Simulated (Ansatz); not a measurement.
# SiAsH (singlet): one geometry, many settings at a displaced geometry (v1)

Aim: run SiAsH (singlet) at one geometry under a spread of methods and options, and see what each costs and gives.

Method: the settings change from run to run; program: Ansatz 0.2.0, Gaussian basis.

10 further runs of the same task are left out: 2 that didn't finish, 8 set aside as unsound or not needed. Runs told in other sessions of the task aren't counted.

## (1) The system

The geometry is a PBE0/def2-TZVP stationary point (not a proven minimum) with its atoms shifted at random (size 0.040 Å). No spin-orbit coupling is included. The filled d shell of As may be among the frozen orbitals whatever the setting's name suggests.

3 atoms, charge 0, spin multiplicity 1.

Atoms are counted from 1 here; the program's logs count them from 0.

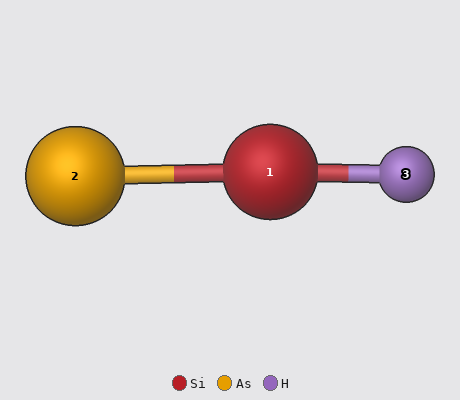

The geometry (silicon red, arsenic amber, hydrogen purple); atoms are numbered from 1 in the order of the file.

Geometry (Å):

```xyz
3
charge 0, multiplicity 1
Si   -0.0154   -0.0090    0.2073
As   -0.0163   -0.0252   -1.8457
H     0.0317    0.0342    1.6384
```

## (2) HF/6-31G

Input file in.yaml:

```yaml
crystal:
  periodic: [false, false, false]
  atoms:
    - {symbol: Si, position_ang: [-0.015433, -0.009008, 0.207306]}
    - {symbol: As, position_ang: [-0.016266, -0.025151, -1.845747]}
    - {symbol: H, position_ang: [0.031698, 0.034159, 1.638440]}
basis:
  gaussian: {orbitals: 6-31G}
magnetization: {spin_polarized: true, initial_magnetization: 0}
hamiltonian: {xc: hf, pseudopotentials: {relativity: scalar}}
output: {orbitals: {seedname: orbitals}}
```

The run is started by

```bash
$ ansatz run in.yaml --threads 1 --pin off --events-out ev --progress --plain --max-ram 2393MiB
```

The program printed:

```text
Functional definition: HF
  name "HF"
  cite "Fock, Z. Phys. 61, 126 (1930) doi:10.1007/BF01340294"
  parent pbe
  exchange = exact_x
  correlation = 0
428 factors; integrals over basis functions are off by at most 2.1e-4 eV
mean field evaluation 1: about -69211.4691 eV, gradient 1.1e1 eV
mean field evaluation 2: about -69211.5264 eV, gradient 1.1e1 eV
mean field evaluation 4: about -69212.5026 eV, gradient 1.1e0 eV
mean field evaluation 8: about -69212.5196 eV, gradient 8.2e-4 eV
mean field evaluation 16: about -69212.9185 eV, gradient 9.7e-2 eV
mean field evaluation 32: about -69212.9187 eV, gradient 2.6e-5 eV
mean field -69212.91872856 eV, -2543.5278490733 hartree, gradient 1.6e-5 eV, S^2 0.955791; 4 other end points of the search recorded, 0 dependent functions left out
reference -69212.91872856 eV, -2543.5278490733 hartree; 24, 24 occupied and 20, 20 virtual orbitals, 428 factors
Total energy: -69212.91872856 eV, -2543.5278490733 hartree
Relativity: scalar
```

Wall time 1.2 s (1 thread of Arm Neoverse V1, shared host).

From the report: ⟨S²⟩ of the determinant 0.956 (pure singlet: 0.00). The determinant of HF (⟨S²⟩ 0.96) is far from a pure spin state, so its energy mixes those of several spin states; that is harmless only where they are near-degenerate.

## (3) CISD/aug-cc-pVDZ

Input file in.yaml:

```yaml
crystal:
  periodic: [false, false, false]
  atoms:
    - {symbol: Si, position_ang: [-0.015433, -0.009008, 0.207306]}
    - {symbol: As, position_ang: [-0.016266, -0.025151, -1.845747]}
    - {symbol: H, position_ang: [0.031698, 0.034159, 1.638440]}
basis:
  gaussian: {orbitals: aug-cc-pVDZ}
correlation: {active_space: {ras: {orbitals: [5, 0, 48], electrons: 10, max_holes: 2, max_particles: 2}, fixed_orbitals: true}}
output: {forces: true}
```

Same command.

The program printed, cut to the lines that bear on the results:

```text
Functional definition: HF
  name "HF"
  cite "Fock, Z. Phys. 61, 126 (1930) doi:10.1007/BF01340294"
  parent pbe
[...]
792 factors; integrals over basis functions are off by at most 1.1e-3 eV
[...]
mean field -68671.18073826 eV, -2523.6193451329 hartree, gradient 1.9e-6 eV, S^2 0.000000; 0 other end points of the search recorded, 0 dependent functions left out
reference -68671.18073826 eV, -2523.6193451329 hartree; 24, 24 occupied and 48, 48 virtual orbitals, 792 factors
state -68676.80130814 eV, -2523.8258972663 hartree
[...]
Total energy: -68676.80130814 eV, -2523.8258972663 hartree
Atom 0 at    -0.015433    -0.009008     0.207306 Å, force    -0.012651    -0.013584    -0.647548 eV/Å
Atom 1 at    -0.016266    -0.025151    -1.845747 Å, force    -0.009167    -0.009372    -0.407061 eV/Å
Atom 2 at     0.031698     0.034159     1.638440 Å, force     0.021818     0.022957     1.054610 eV/Å
Dipole moment:     0.006518     0.007655     0.420177 e Å
```

Wall time 5.5 s (1 thread of Arm Neoverse V1, shared host).

From the report: 42,109 determinants.

## (4) CCSDT(Q) on RHF/STO-3G

Input file in.yaml:

```yaml
crystal:
  periodic: [false, false, false]
  atoms:
    - {symbol: Si, position_ang: [-0.015433, -0.009008, 0.207306]}
    - {symbol: As, position_ang: [-0.016266, -0.025151, -1.845747]}
    - {symbol: H, position_ang: [0.031698, 0.034159, 1.638440]}
basis:
  gaussian: {orbitals: STO-3G}
magnetization: {spin_polarized: false}
correlation: {method: ccsdt_q, electrons: outside_noble_gas}
accuracy: high
output: {forces: true}
```

The command is unchanged.

The program printed, cut to the lines that bear on the results:

```text
Functional definition: HF
  name "HF"
  cite "Fock, Z. Phys. 61, 126 (1930) doi:10.1007/BF01340294"
  parent pbe
[...]
394 factors; integrals over basis functions are off by at most 1.3e-8 eV
[...]
mean field -67901.77347459 eV, -2495.3441497162 hartree, gradient 2.1e-8 eV, S^2 0.000000; 0 other end points of the search recorded, 0 dependent functions left out; unrestricted orbitals would lower it
19 core orbitals not correlated: weight in the atoms' cores, before any rotation towards them, 0.992 or more for the frozen orbitals, at most 0.003 for the correlated occupied ones
reference -67901.77347459 eV, -2495.3441497162 hartree; 5, 5 occupied and 4, 4 virtual orbitals, 394 factors
second order -3.56157386 eV of doubles, -0.00000000 eV of singles
cycle   1  -3.30443915 eV  change    2.6e-1 eV  update   1.5e-1
[...]
cycle  24  -3.89113604 eV  change  -8.7e-11 eV  update  6.5e-10
perturbative correction -0.04316174 eV, -0.0015861646 hartree
[...]
Total energy: -67905.70777237 eV, -2495.4887324928 hartree
Atom 0 at    -0.015433    -0.009008     0.207306 Å, force    -0.020315    -0.032927    -2.505026 eV/Å
Atom 1 at    -0.016266    -0.025151    -1.845747 Å, force     0.001093     0.015424     1.934743 eV/Å
Atom 2 at     0.031698     0.034159     1.638440 Å, force     0.019222     0.017504     0.570283 eV/Å
Dipole moment:     0.003558     0.005326     0.380579 e Å
```

Wall time 3.1 s (1 thread of Arm Neoverse V1, shared host).

From the report: correlation -3.9343 eV; T1 0.019; largest double amplitude 0.21.

## (5) CCSDT on RHF/def2-mTZVP

in.yaml: that of step 4 with these lines changed.

```diff
@@ -7,6 +7,5 @@
 basis:
-  gaussian: {orbitals: STO-3G}
+  gaussian: {orbitals: def2-mTZVP}
 magnetization: {spin_polarized: false}
-correlation: {method: ccsdt_q, electrons: outside_noble_gas}
+correlation: {method: ccsdt, electrons: outside_noble_gas}
 accuracy: high
-output: {forces: true}
```

Launched as before.

The program printed, cut to the lines that bear on the results:

```text
Functional definition: HF
  name "HF"
  cite "Fock, Z. Phys. 61, 126 (1930) doi:10.1007/BF01340294"
  parent pbe
[...]
921 factors; integrals over basis functions are off by at most 4.6e-9 eV
[...]
mean field -68671.71895408 eV, -2523.6391241996 hartree, gradient 8.1e-8 eV, S^2 0.000000; 0 other end points of the search recorded, 0 dependent functions left out; unrestricted orbitals would lower it
19 core orbitals not correlated: weight in the atoms' cores, before any rotation towards them, 1.000 or more for the frozen orbitals, at most 0.000 for the correlated occupied ones
reference -68671.71895408 eV, -2523.6391241996 hartree; 5, 5 occupied and 37, 37 virtual orbitals, 921 factors
second order -5.28915130 eV of doubles, -0.00000000 eV of singles
cycle   1  -5.44773143 eV  change   -1.6e-1 eV  update   1.2e-1
[...]
cycle  26  -6.18334983 eV  change  -2.3e-10 eV  update  3.0e-10
Total energy: -68677.90230392 eV, -2523.8663581148 hartree
```

It took 9.5 s on 1 thread of Arm Neoverse V1, shared host.

From the report: correlation -6.1833 eV; T1 0.021; largest double amplitude 0.15.

## (6) The runs in one table

```
                    level         correlated  functions  energy (eV)   time
HF/6-31G (relativity set)                            44  -69212.9187  1.2 s
         CISD/aug-cc-pVDZ  outside noble gas         72  -68676.8013  5.5 s
   CCSDT(Q) on RHF/STO-3G  outside noble gas         28  -67905.7078  3.1 s
  CCSDT on RHF/def2-mTZVP  outside noble gas         61  -68677.9023  9.5 s
```

## (7) Outcome

| quantity | value |
| --- | --- |
| runs | 4 |
| quickest | HF/6-31G (relativity set), 1.2 s |
| slowest | CCSDT on RHF/def2-mTZVP, 9.5 s |

Total energies in different bases, with other cores or another treatment of relativity can't be set against each other. «valence» and «outside noble gas» are the program's key words; the logs give how many orbitals each freezes, and for Ga to Kr the 3d shell needn't follow the word's plain sense. CCSDT on RHF/def2-mTZVP took 8 times as long as HF/6-31G (relativity set); the jobs differ in more than the method.
